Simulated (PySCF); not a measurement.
Vertical excitations of a molecule C2H5FN2Si from TDDFT-M06-2X/def2-SVPD (PySCF), as energy in eV (oscillator strength): 3.86 (0.000), 5.34 (0.001), 6.63 (0.017), 6.70 (0.023), 6.77 (0.001), 7.22 (0.004), 7.40 (0.043), 7.52 (0.038), 7.74 (0.010), 7.76 (0.035). Lowest triplet (TDA): 3.26 eV. The structure is a stationary point at PBE0-D3(BJ)/def2-SVP. Other conformers were not sampled.

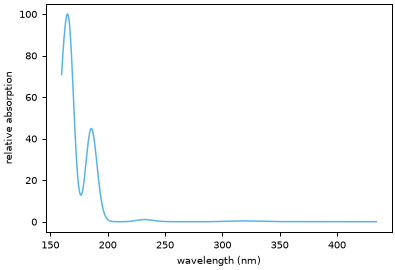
Fig. 1. The lines broadened by 0.4 eV.

Q: Pick the molecule that these values belong to.
A. N[Si@]1(F)C=NC1
B. C#C[Si](N)(N)F
C. N#CC[Si@@H](N)F
D. N[Si@@H]1C=N[C@@H]1F

A: D, N[Si@@H]1C=N[C@@H]1F
